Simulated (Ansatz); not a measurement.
Input

```
crystal:
  periodic: [false, false, false]
  atoms:
    - { symbol: Zr, position_ang: [0.0, 0.0, 0.0] }
    - { symbol: Cl, position_ang: [0.0, 0.0, 2.77] }
    - { symbol: Cl, position_ang: [2.3764, 0.0, -0.8392] }
    - { symbol: Cl, position_ang: [-1.1869, 2.0563, -0.8392] }
    - { symbol: Cl, position_ang: [-1.1869, -2.0563, -0.8392] }
    - { symbol: Si, position_ang: [0.0, 0.0, 5.2] }
    - { symbol: H, position_ang: [-0.7436, -1.1581, 5.6874] }
    - { symbol: H, position_ang: [1.3747, -0.0649, 5.6874] }
    - { symbol: H, position_ang: [-0.6311, 1.223, 5.6874] }
magnetization:
  spin_polarized: true
  initial_magnetization: 1
basis:
  gaussian: { orbitals: def2-SVP }
hamiltonian:
  xc: pbe
relax:
  f_tol: 0.15
  max_steps: 25
  restrain:
    - { distance: [1, 5], at: 2.13, k: 30.0 }
    - { distance: [0, 1], at: 3.72, k: 30.0 }
output:
  orbitals: {}
```

Command:

```sh
ansatz run input.yaml --threads 4 --pin off --max-ram 5120MiB --backend cpu --events-out ev --progress --plain --runs-dir out
```

The fields are those of the run's last geometry, not of the input's.

Core potentials replace the inner electrons of Zr.

Level of theory: Ansatz, UKS PBE/def2-SVP.

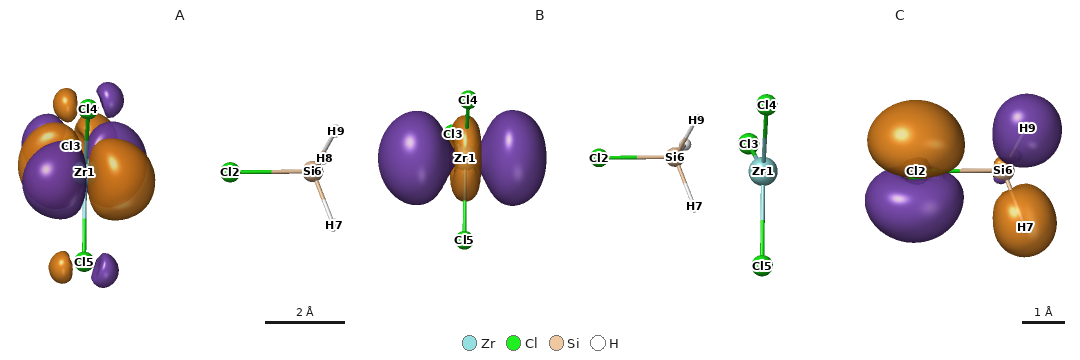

Cl₃Zr···ClH₃Si (doublet). Three frontier orbitals at ±0.1 Å⁻³ᐟ² (orange and purple are the two phases), in no order.

Question: Order the three orbitals by energy and name them. All are α orbitals.

Answer: C is the HOMO−1 (α) (−7.76 eV). It lies mainly on Cl2 (about 70 %), Si6 (about 10 %), H7 (about 5 %) and H9 (about 5 %); largely a lone pair of Cl2. B is the HOMO (α) (−4.68 eV). Its weight (Hirshfeld) is mainly on Zr1 (about 90 %). A is the LUMO (α) (−3.34 eV). It lies mainly on Zr1 (about 80 %) and Cl3 (about 15 %).

Question: What is the gap between the highest occupied and lowest empty α orbitals?

Answer: 1.34 eV between the orbital energies.
